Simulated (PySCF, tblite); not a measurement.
# C9H6F radical: geometry, infrared bands and EPR parameters

What infrared bands and EPR parameters should C9H6F radical (`C#C[C@@]12C=[C][C@@H](C=C1)[C@H]2F`) show?

Computed with tblite 0.8.0 and PySCF 2.14.0, with density-fitted response routines of our own, on a single molecule in the gas phase. Atoms count from 0, in the outputs and in this text.

## Step 1: The starting structure

16 atoms, charge 0, multiplicity 2; geometry from: force field or distance geometry start.

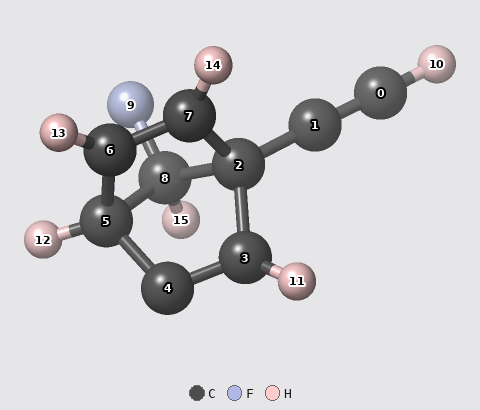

The starting geometry (carbon dark grey, fluorine light blue, hydrogen pink), atoms numbered.

## Step 2: Geometry optimisation with GFN2-xTB

What the job is given:

```
{"job": {"kind": "relax", "xc": "GFN2-xTB", "basis": "xTB"}, "charge": 0, "multiplicity": 2}
C      2.656800    -1.549400    -0.632200
C      1.664400    -0.920200    -0.327200
C      0.497800    -0.177500     0.064200
C      0.263900     0.021700     1.569700
C     -0.996600     0.347600     1.719000
C     -1.663600     0.376800     0.379300
C     -1.000600     1.523300    -0.405600
C      0.297100     1.184100    -0.603600
C     -0.881600    -0.810000    -0.264900
F     -1.142900    -0.925800    -1.587500
H      3.512500    -2.099400    -0.916000
H      1.045700     0.299800     2.266300
H     -2.748300     0.318000     0.328100
H     -1.487700     2.428500    -0.715100
H      1.042000     1.768100    -1.113300
H     -1.066500    -1.776800     0.227400
```

Started as:

```bash
$ OMP_NUM_THREADS=1 python probes_run.py task.json out
```

The driver reads the jobs from task.json and runs them one after another.

**Question.** This job is followed by: GFN2-xTB harmonic vibrations, gas phase; UKS B3LYP, pcH-1 on C F H, non-relativistic, mean-field spin-orbit, GIAO. What will the session give for the following? strongest single infrared mode (GFN2-xTB); zero-point energy (GFN2-xTB); g(iso) (B3LYP); ⟨S²⟩; largest a(iso); surface potential, least and greatest.

The runs gave:

| quantity | value |
| --- | --- |
| strongest single infrared mode (GFN2-xTB) | 2951 cm⁻¹, 49 km/mol |
| zero-point energy (GFN2-xTB) | 71.3 kcal/mol |
| g(iso) (B3LYP) | 2.00238 |
| ⟨S²⟩ | 0.761 (exact 0.75) |
| largest a(iso) | 13C on C4, 447.4 MHz |
| surface potential, least and greatest | -1.06 V and 1.38 V |

What this shows: Relaxing lowered the energy by 0.244 eV in 41 steps; the close pair that moved most is C2–C3, from 1.537 to 1.572 Å. All 42 modes are real, so the xTB geometry is a minimum. The strongest single mode, at 2951 cm⁻¹, moves mainly H15. GFN2-xTB is a fitted tight-binding method: band positions and strengths are rough. Its intensities can rank the bands wrongly. Most of the unpaired spin sits on C4 (0.96 e). The isotropic g lies 0.1 ppt above the free-electron value.
